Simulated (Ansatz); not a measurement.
Run report: WH3Cl4OF, molecular dynamics (part 3 of 3)

Continued. System: WH3Cl4OF. Method: RKS PBE/def2-SVP (Ansatz 0.2.0). It belongs to a series of runs on one base structure; here: dynamics from the highest image of the converged band.

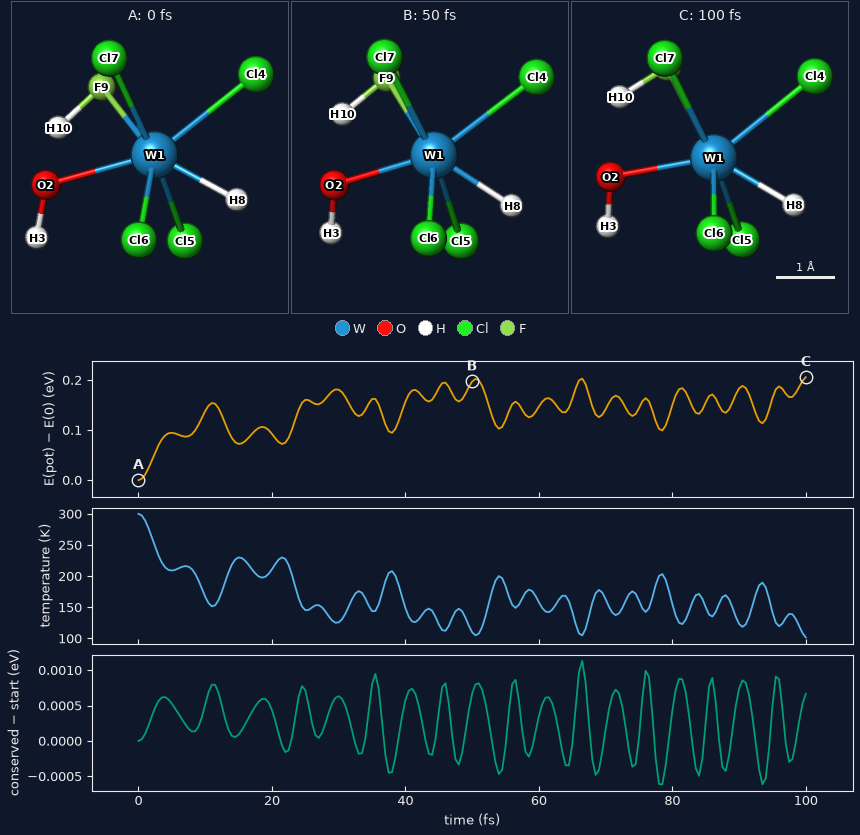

Figure 1. Frames of the molecular dynamics (ball-and-stick, seen at a tilt) above the curves, on which the letters mark them. The trajectory kept here has 201 frames over 100 fs. The temperature starts at 300 K, ranges from 102 to 300 K and averages 152 K over the second half. The potential energy ends 0.206 eV above its first value. The conserved quantity stays within 0.0017 eV. After an unweighted best fit of the last frame on the first, the root-mean-square displacement is 0.22 Å, and Cl6 has moved furthest (0.39 Å).

```
Total energy: -56690.81138725 eV, -2083.3488920693 hartree
Atom 0 at     0.086059    -0.062281     0.148463 Å, force     1.155115    -1.390607    -0.696937 eV/Å
Atom 1 at    -0.262087     0.408197     1.988160 Å, force    -0.423962     0.253249     0.333609 eV/Å
Atom 2 at    -0.814788     1.212899     2.035587 Å, force    -0.119329     0.345220     0.358002 eV/Å
Atom 3 at     1.894403    -0.072482    -1.301698 Å, force    -0.155962     0.025269    -0.077001 eV/Å
Atom 4 at    -0.231323     2.267251    -0.112956 Å, force    -0.114550     0.267352     0.068799 eV/Å
Atom 5 at    -1.919032    -1.084560    -0.385652 Å, force    -0.024561     0.001466     0.429399 eV/Å
Atom 6 at     0.838562    -2.141867     0.903577 Å, force     0.000154    -0.014699    -0.028306 eV/Å
Atom 7 at    -0.475380     0.284600    -1.348475 Å, force    -0.041808     0.515484    -0.457286 eV/Å
Atom 8 at     2.162266     0.719356     1.496460 Å, force    -1.470573    -0.241355     1.260815 eV/Å
Atom 9 at     1.433241     0.635929     2.192304 Å, force     1.195475     0.238623    -1.191094 eV/Å
Dipole moment:    -0.298297     0.195465     0.308525 e Å
```

### Trajectory as extended XYZ (Å, eV, eV/Å), 10 of the 201 frames kept, from step=0 to step=200
```
10
Properties=species:S:1:pos:R:3:forces:R:3 step=0 time_fs=0.0 energy=-56691.01703 temperature=300.0
W     0.1489   -0.0796    0.1322   -0.0093  -0.0022  -0.0054
O    -0.4296    0.4139    2.0267   -0.0093  -0.0231   0.0131
H    -1.1214    1.0967    2.1413    0.0093   0.0170  -0.0062
Cl    1.9684   -0.0494   -1.3082    0.0039   0.0012  -0.0006
Cl   -0.2539    2.2398   -0.1804   -0.0025   0.0041   0.0029
Cl   -1.9816   -0.9377   -0.1489    0.0058  -0.0010  -0.0039
Cl    0.8375   -2.1924    0.7975    0.0000  -0.0012   0.0033
H    -0.3876    0.1952   -1.4187   -0.0013  -0.0002   0.0034
F     1.7586    0.7151    1.5178    0.0194  -0.0004  -0.0119
H     0.8886    0.7521    2.1242   -0.0160   0.0057   0.0054
10
Properties=species:S:1:pos:R:3:forces:R:3 step=22 time_fs=11.0 energy=-56690.86279 temperature=151.6
W     0.1469   -0.0943    0.1320   -1.3176   1.0465  -0.1812
O    -0.4410    0.4474    2.0063    0.2757  -0.0881  -0.2961
H    -1.0583    1.2021    2.1663    0.2133  -0.2856  -0.3673
Cl    1.9559   -0.0393   -1.3148    0.0898  -0.0747   0.0463
Cl   -0.2516    2.2737   -0.1529    0.0658  -0.0474   0.0848
Cl   -2.0002   -0.9473   -0.1841    0.5586   0.1546  -0.1319
Cl    0.8413   -2.2004    0.8235   -0.0121   0.0587  -0.0740
H    -0.3560    0.4346   -1.4233    0.0597  -0.7105   0.6777
F     1.8223    0.7591    1.5169    0.9549  -0.1448  -0.7777
H     1.0123    0.8058    2.0573   -0.8880   0.0912   1.0194
10
Properties=species:S:1:pos:R:3:forces:R:3 step=44 time_fs=22.0 energy=-56690.94237 temperature=227.6
W     0.1405   -0.1040    0.1343   -0.3457   0.4093   0.3793
O    -0.4175    0.4673    1.9758   -0.0607   0.0475  -0.3479
H    -0.9853    1.2765    1.9243    0.1711  -0.2172   0.1773
Cl    1.9443   -0.0313   -1.3201   -0.0964  -0.0321   0.0670
Cl   -0.2478    2.3037   -0.1240    0.0394  -0.5652  -0.2054
Cl   -2.0026   -0.9524   -0.2224    0.3196  -0.0567   0.1874
Cl    0.8442   -2.2065    0.8470   -0.0985   0.2442  -0.1145
H    -0.4501    0.2036   -1.3736    0.1157   0.2645  -0.2466
F     1.8760    0.7960    1.5119    0.0717  -0.2570  -0.1468
H     1.0717    0.7840    2.0960   -0.1162   0.1627   0.2502
10
Properties=species:S:1:pos:R:3:forces:R:3 step=67 time_fs=33.5 energy=-56690.88617 temperature=173.3
W     0.1315   -0.1111    0.1378    0.1920  -0.0402   0.5366
O    -0.3842    0.4811    1.9282   -0.2172  -0.0605   0.2259
H    -0.8809    1.3242    1.8462   -0.2071   0.1756   0.2389
Cl    1.9298   -0.0244   -1.3231    0.0707  -0.0598   0.0751
Cl   -0.2426    2.3170   -0.1004    0.0103  -0.5327  -0.3634
Cl   -1.9934   -0.9592   -0.2567    0.2855  -0.0583   0.1600
Cl    0.8439   -2.2046    0.8675   -0.0747   0.2399  -0.1413
H    -0.3767    0.1837   -1.3723   -0.2896   0.5318  -0.6754
F     1.9203    0.8190    1.5076    0.5580  -0.1740  -0.3047
H     1.1850    0.8583    2.1338   -0.3277  -0.0218   0.2483
10
Properties=species:S:1:pos:R:3:forces:R:3 step=89 time_fs=44.5 energy=-56690.84628 temperature=134.9
W     0.1223   -0.1161    0.1401   -0.6504   1.3937  -0.7586
O    -0.3700    0.4998    1.9031    0.1416  -0.6751   0.7660
H    -0.8525    1.3437    1.9915   -0.2135   0.3367  -0.2178
Cl    1.9187   -0.0203   -1.3232    0.2147  -0.1708   0.0693
Cl   -0.2374    2.3131   -0.0884    0.0062  -0.1071  -0.2148
Cl   -1.9753   -0.9677   -0.2839    0.3315   0.0198  -0.0533
Cl    0.8413   -2.1952    0.8826    0.0261   0.0073  -0.1394
H    -0.3360    0.5062   -1.3831   -0.0587  -0.6049   0.5074
F     1.9730    0.8297    1.5017    1.0193  -0.2215  -0.7818
H     1.2458    0.8767    2.1003   -0.8169   0.0219   0.8230
10
Properties=species:S:1:pos:R:3:forces:R:3 step=111 time_fs=55.5 energy=-56690.87970 temperature=167.6
W     0.1111   -0.1138    0.1407   -0.2590   1.3027  -0.4209
O    -0.3593    0.5008    1.9355    0.0794  -0.4287   0.0481
H    -0.8427    1.3595    1.9207    0.0448   0.0535   0.0179
Cl    1.9125   -0.0213   -1.3211   -0.0709  -0.1306   0.0620
Cl   -0.2322    2.3040   -0.0842   -0.0253  -0.0696  -0.2164
Cl   -1.9479   -0.9764   -0.3121   -0.1990  -0.2960   0.1045
Cl    0.8392   -2.1853    0.8930    0.0158  -0.0141  -0.1100
H    -0.4706    0.4437   -1.3505    0.3995  -0.3088   0.3073
F     2.0307    0.8294    1.4936    1.2811  -0.2070  -1.1036
H     1.3057    0.8169    2.0761   -1.2663   0.0986   1.3110
10
Properties=species:S:1:pos:R:3:forces:R:3 step=133 time_fs=66.5 energy=-56690.81412 temperature=104.9
W     0.1003   -0.1046    0.1408    0.9056  -0.0135   1.1934
O    -0.3442    0.4818    1.9813   -0.0960   0.2147  -0.7338
H    -0.7693    1.3739    1.8787    0.0247  -0.2014   0.3684
Cl    1.9046   -0.0268   -1.3171    0.0601  -0.1354   0.0327
Cl   -0.2283    2.2918   -0.0872   -0.0721  -0.2167  -0.2782
Cl   -1.9264   -0.9938   -0.3374   -0.4720  -0.3275   0.1691
Cl    0.8374   -2.1759    0.8995    0.0061   0.1065  -0.0908
H    -0.3746    0.2251   -1.3634   -0.2841   0.6899  -0.8200
F     2.0788    0.8150    1.4878    1.5016  -0.1546  -1.4400
H     1.4045    0.8114    2.1124   -1.5738   0.0380   1.5992
10
Properties=species:S:1:pos:R:3:forces:R:3 step=156 time_fs=78.0 energy=-56690.91457 temperature=200.3
W     0.0932   -0.0923    0.1430    0.2196   0.5907   0.3287
O    -0.3236    0.4624    1.9911    0.0989   0.0674  -0.2365
H    -0.7404    1.3487    2.1349    0.0333  -0.2805  -0.2799
Cl    1.8991   -0.0379   -1.3114    0.2256  -0.1917   0.0006
Cl   -0.2267    2.2732   -0.0982   -0.0776   0.1818   0.0209
Cl   -1.9187   -1.0227   -0.3579   -0.1378  -0.0239   0.0274
Cl    0.8359   -2.1627    0.9032    0.0752  -0.0204  -0.0748
H    -0.3106    0.4234   -1.3943   -0.2814  -0.1607   0.1600
F     2.1184    0.7884    1.4858    0.2855  -0.0963  -0.3491
H     1.4533    0.8060    2.1595   -0.4414  -0.0664   0.4029
10
Properties=species:S:1:pos:R:3:forces:R:3 step=178 time_fs=89.0 energy=-56690.86177 temperature=150.0
W     0.0887   -0.0775    0.1470    0.0381   0.3637  -1.0879
O    -0.2908    0.4364    1.9831    0.0589  -0.1586   0.2454
H    -0.7870    1.2604    2.1747   -0.0304   0.1248  -0.1874
Cl    1.8992   -0.0543   -1.3060   -0.1856  -0.0558  -0.0275
Cl   -0.2278    2.2616   -0.1083   -0.0652   0.6180   0.2142
Cl   -1.9172   -1.0524   -0.3755   -0.1089  -0.1007   0.2425
Cl    0.8365   -2.1506    0.9043    0.0409  -0.1008  -0.0462
H    -0.5166    0.5110   -1.3523    0.5144  -0.5965   0.5548
F     2.1473    0.7568    1.4880   -0.9911  -0.1570   0.7943
H     1.4274    0.7086    2.1650    0.7289   0.0629  -0.7025
10
Properties=species:S:1:pos:R:3:forces:R:3 step=200 time_fs=100.0 energy=-56690.81131 temperature=101.7
W     0.0861   -0.0623    0.1485    1.1551  -1.3906  -0.6969
O    -0.2621    0.4082    1.9882   -0.4240   0.2532   0.3336
H    -0.8148    1.2129    2.0356   -0.1193   0.3452   0.3580
Cl    1.8944   -0.0725   -1.3017   -0.1560   0.0253  -0.0770
Cl   -0.2313    2.2673   -0.1130   -0.1146   0.2674   0.0688
Cl   -1.9190   -1.0846   -0.3857   -0.0246   0.0015   0.4294
Cl    0.8386   -2.1419    0.9036    0.0002  -0.0147  -0.0283
H    -0.4754    0.2846   -1.3485   -0.0418   0.5155  -0.4573
F     2.1623    0.7194    1.4965   -1.4706  -0.2414   1.2608
H     1.4332    0.6359    2.1923    1.1955   0.2386  -1.1911
```

This output came from the following input.

### The input
```yaml
crystal:
  periodic: [false, false, false]
  atoms:
    - { symbol: W, position_ang: [0.148894, -0.079556, 0.132155] }
    - { symbol: O, position_ang: [-0.429641, 0.413855, 2.02673] }
    - { symbol: H, position_ang: [-1.121401, 1.096711, 2.141325] }
    - { symbol: Cl, position_ang: [1.968425, -0.049428, -1.308194] }
    - { symbol: Cl, position_ang: [-0.253897, 2.239756, -0.180422] }
    - { symbol: Cl, position_ang: [-1.981638, -0.937709, -0.148938] }
    - { symbol: Cl, position_ang: [0.837508, -2.192405, 0.797454] }
    - { symbol: H, position_ang: [-0.387581, 0.195214, -1.418723] }
    - { symbol: F, position_ang: [1.75863, 0.71507, 1.517846] }
    - { symbol: H, position_ang: [0.888601, 0.752091, 2.124165] }
basis:
  gaussian: { orbitals: def2-SVP }
hamiltonian:
  xc: pbe
md:
  timestep: 0.5
  n_steps: 200
  ensemble: nve
  temperature: 300.0
  initial_velocities: maxwell_boltzmann
  seed: 2800
```

Launch command:
```bash
ansatz run input.yaml --threads 4 --pin off --max-ram 5120MiB --backend cpu --events-out ev --progress --plain --runs-dir out
```

### Results in brief

```tsv
quantity	value
outcome	finished
mean temperature over the second half	152 K
trajectory	200 steps, 100 fs
ensemble	nve
temperature in the input	300.0 K
time step	0.5 fs
potential energy (last step)	−56690.8114 eV
mean-field energy (last step)	−56690.8114 eV
largest force (length of the vector) (last step)	1.952 eV/Å
hardware	4 threads of Arm Neoverse V2, 24 GiB of memory available, shared host
wall time	7.3 min (CPU time 28 min)
peak memory	0.25 GiB
```

### Remarks

So short a trajectory is not equilibrated.
